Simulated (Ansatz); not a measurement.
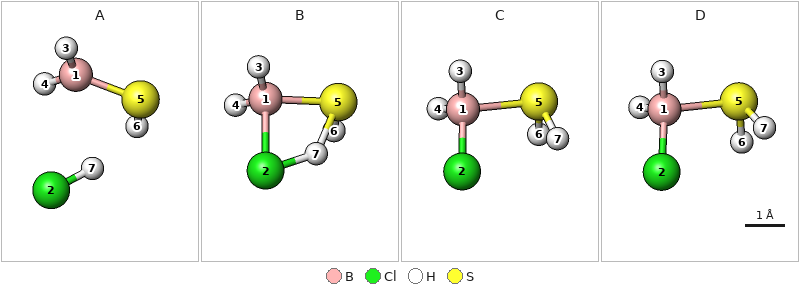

4 geometries from a converged minimum-energy path of BH4SCl, shuffled. A ball-and-stick model, seen at a tilt.

Method: RKS PBE0/def2-SVP in Ansatz 0.2.0. Settings: 7 movable images; climbing image; force threshold 0.03 eV/Å; iteration limit 60; starting path through a guess of the saddle point.

Question: Which frame is the transition state?

Answer: B. In order along the path, whose images run from 0 to 8: D (image 1, +0.4 kcal/mol), C (image 2, +1.6 kcal/mol), B (image 5, +18.1 kcal/mol), A (image 8, +8.1 kcal/mol). Breaking: B1–Cl2 (1.83 → 2.13 at the top → 3.58 Å), S5–H7 (1.35 → 1.76 at the top → 2.63 Å). Forming: Cl2–H7 (3.12 → 1.47 at the top → 1.29 Å).

The run took 71 s on 1 thread of AMD EPYC 9R45 96-Core Processor (Zen 5), on a shared host, peak memory 0.15 GiB.
